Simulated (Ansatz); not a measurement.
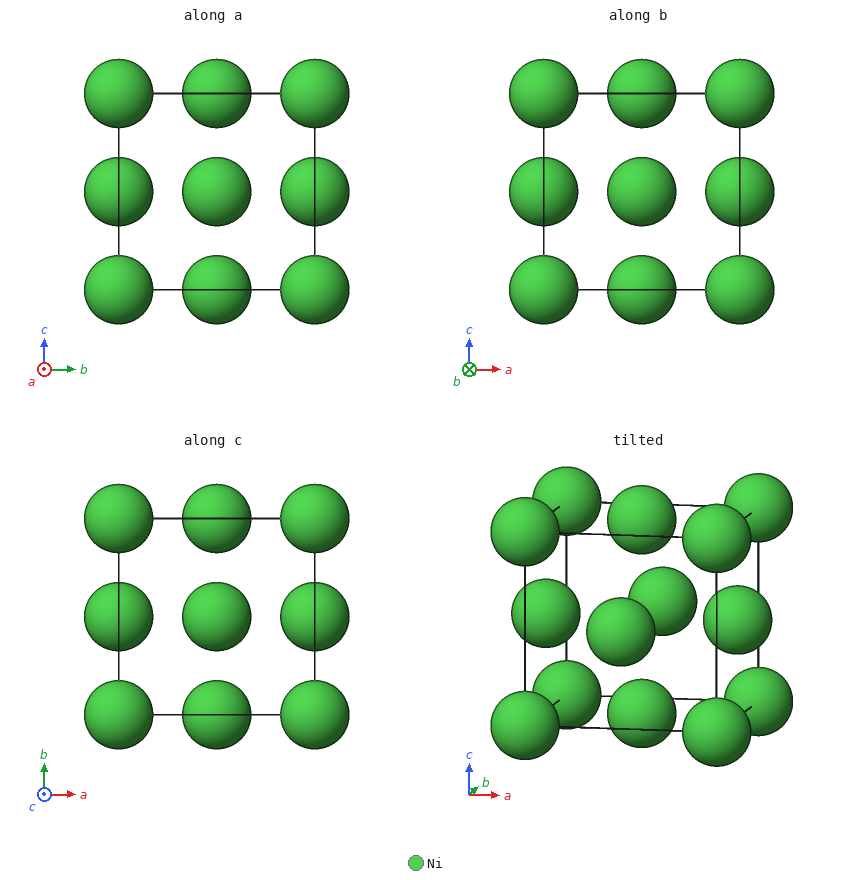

Drawn in the spheres-only manner and seen along the a axis, along the b axis, along the c axis and slightly off an axis. One conventional unit cell is framed, with atoms on its boundary repeated.

Lattice parameters: a = 3.4631 Å, b = 3.4631 Å, c = 3.4631 Å, α = 90.000°, β = 90.000°, γ = 90.000°.

From the views, write a CIF in P1 with every atom of the cell.

```cif
data_structure
_symmetry_space_group_name_H-M 'P 1'
_symmetry_Int_Tables_number 1
_cell_length_a 3.4631
_cell_length_b 3.4631
_cell_length_c 3.4631
_cell_angle_alpha 90.000
_cell_angle_beta 90.000
_cell_angle_gamma 90.000
_cell_volume 41.53
loop_
_atom_site_label
_atom_site_type_symbol
_atom_site_fract_x
_atom_site_fract_y
_atom_site_fract_z
_atom_site_occupancy
Ni1 Ni 0.0000 0.0000 0.0000 1
Ni2 Ni 0.0000 0.5000 0.5000 1
Ni3 Ni 0.5000 0.0000 0.5000 1
Ni4 Ni 0.5000 0.5000 0.0000 1
```

The initial geometry was the standard structure of this element. Earlier steps of the study may have refined or changed the cell and positions. It was run through Ansatz as a DFT input.
